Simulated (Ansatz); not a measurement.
**GeH···Ge (charge −1, quintet): density, localisation and related maps**

Input file:

```
crystal:
  periodic: [false, false, false]
  atoms:
    - {symbol: Ge, position_ang: [-0.337903, 0.242435, -0.231567]}
    - {symbol: Ge, position_ang: [0.141352, -0.814342, 2.223593]}
    - {symbol: H, position_ang: [0.983251, -0.102694, -1.124126]}
basis:
  gaussian: {orbitals: def2-TZVPD, initial_orbitals: start.molden}
total_charge: -1
magnetization: {spin_polarized: true, initial_magnetization: 4}
hamiltonian: {xc: pbe0, dispersion: d4}
output: {orbitals: {seedname: orbitals}}
```

Command:

```sh
ansatz run in.yaml --threads 4 --pin off --events-out ev --progress --plain --max-ram 3916MiB
```

Geometry: PBE-D4/def2-TZVPD; the highest occupied orbital lies above zero, a sign that basis and functional describe the outermost electron poorly.

The calculation used UKS PBE0-D4/def2-TZVPD in Ansatz.

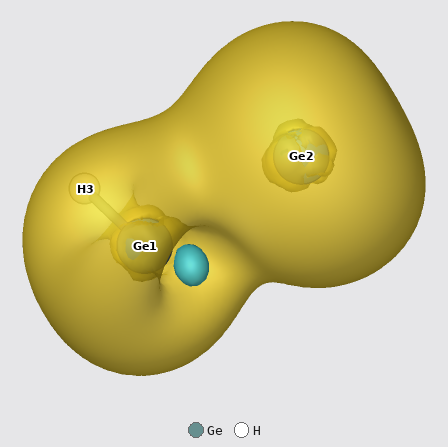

Figure 1. Isosurfaces of the spin density (α minus β) at +0.02 (yellow) and −0.02 e/Å³ (cyan), seen at an oblique angle.

> Describe the spin distribution.

The unpaired spin (4 electrons) lies mostly on Ge2 (about 2.3) and Ge1 (about 1.6), in electrons by Hirshfeld's partition.

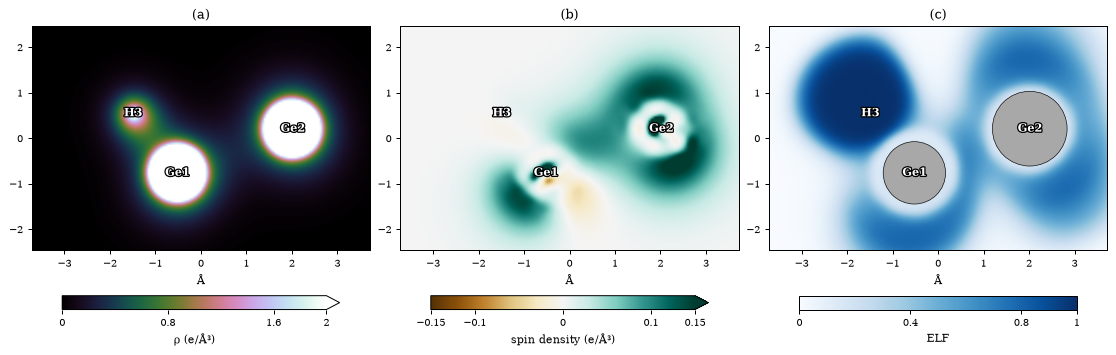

Figure 2. (a) electron density; (b) spin density (α minus β); (c) electron localisation function on the molecular plane. Grey discs cover the atomic cores in the ELF map.

> Describe what can be read from this map.

The section cuts through Ge and H sites. Ge1···Ge2 (2.72 Å): the density falls to about 0.31 e/Å³ on the way; the ELF peaks at about 0.65 between the atoms. Ge–H (1.63 Å): the density is about 0.84 e/Å³ at the midpoint; the ELF climbs to about 1 towards the hydrogen. The ELF also peaks beside Ge1, away from the bonds: non-bonding electrons, paired or unpaired.

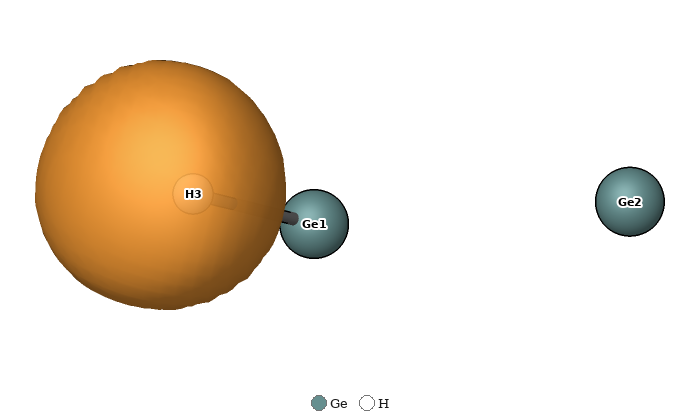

Figure 3. Isosurface of the electron localisation function at 0.9 (orange), seen from one side. Only the valence region is drawn (cores and ρ < 0.01 e/Å³ removed).

> Describe the localisation domains.

The surface consists of one region around a hydrogen nucleus.
